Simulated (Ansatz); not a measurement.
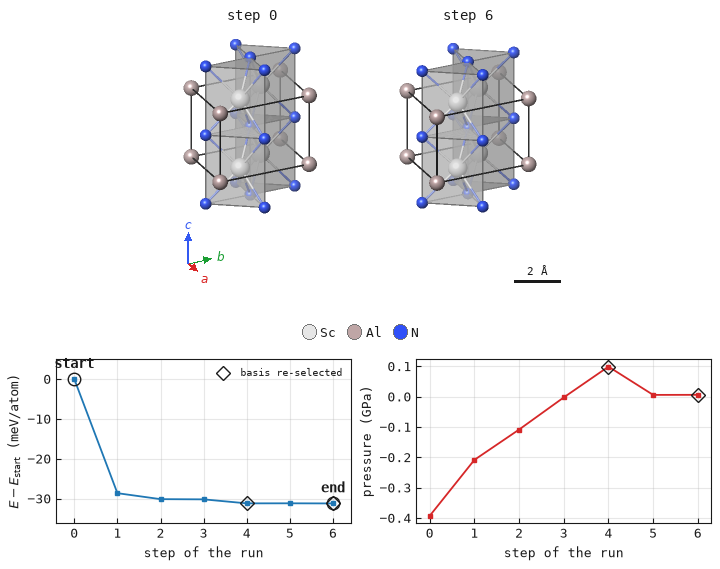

First and last geometry of a relaxation of crystalline Sc₂AlN₃ (a generated structure, set up in P6/mmm), with the history of the run. A polyhedral model of the cell of the calculation, seen slightly off an axis.

Level of theory: DFT PBE, scalar-relativistic, plane waves, PAW in Ansatz.

Input
```yaml
crystal:
  lattice:
    - [5.41742997, 0.0, 0.0]
    - [-2.70871498, 4.69163198, 0.0]
    - [0.0, 0.0, 3.10335141]
  atoms:
    - { symbol: Sc, position: [0.33333333, 0.66666667, 0.0] }
    - { symbol: Sc, position: [0.66666667, 0.33333333, 0.0] }
    - { symbol: Al, position: [0.0, 0.0, 0.0] }
    - { symbol: "N", position: [0.5, 0.0, 0.5] }
    - { symbol: "N", position: [0.5, 0.5, 0.5] }
    - { symbol: "N", position: [0.0, 0.5, 0.5] }
basis:
  ecutwfc: 420
kpoints:
  mp_grid: { grid: [12, 12, 12] }
hamiltonian:
  xc: pbe
scf:
  occupations: { method: gaussian, width: 0.1 }
output:
  forces: true
  stress: true
  eigenvalues: true
relax:
  adjacent_minimum: "off"
  f_tol: 0.01
  max_steps: 80
  cell: { stress_tol: 0.05 }
```

Command:
```bash
ansatz run input.yaml --threads 1 --pin off --max-ram 2560MiB --backend cpu --events-out ev --progress --plain --runs-dir out
```

Q: Did the run converge, and what did it change?

A: It converged. The atoms keep their places relative to the cell (all moves are under 0.005 Å). The drawn cell changes as follows: a = b 5.417 → 5.580 Å (+3.0 %), c 3.103 → 2.974 Å (−4.2 %); the volume changes by +1.7 %. Among the contacts that change: Sc1–Sc1 3.103 → 2.974 Å, Sc1–Sc2 3.128 → 3.222 Å, Sc1–N4 2.203 → 2.192 Å. Among the angles between lasting bonds that change: Sc1–N5–Sc2 90.4° → 94.6°, N4–Sc2–N4 89.6° → 85.4°, Sc1–N5–Sc1 89.6° → 85.4°. The space group stays P6/mmm (No. 191). After 4 accepted moves (6 points after the start) the energy has fallen by 31.2 meV per atom. All forces vanish by symmetry, so only the cell relaxes. Pressure: −0.39 GPa at the start and 0.01 GPa at the end. The SCF was repeated twice at an unchanged geometry on a basis and grid sized afresh for the cell, which shifted the energy by 1.0 meV per atom at most. The run took 100 s on 1 thread of Arm Neoverse V2 (shared host), peak memory 0.51 GiB.

```
step  E − E(0), meV/atom  pressure, GPa  volume, Å³/atom                      note
   0                0.00          -0.39           13.146                          
   1              -28.63          -0.21           13.427                          
   2              -30.13          -0.11           13.369                          
   3              -30.18           0.00           13.353                          
   4              -31.18           0.10           13.353  same geometry, new basis
   5              -31.17           0.01           13.369                          
   6              -31.20           0.01           13.369  same geometry, new basis
```
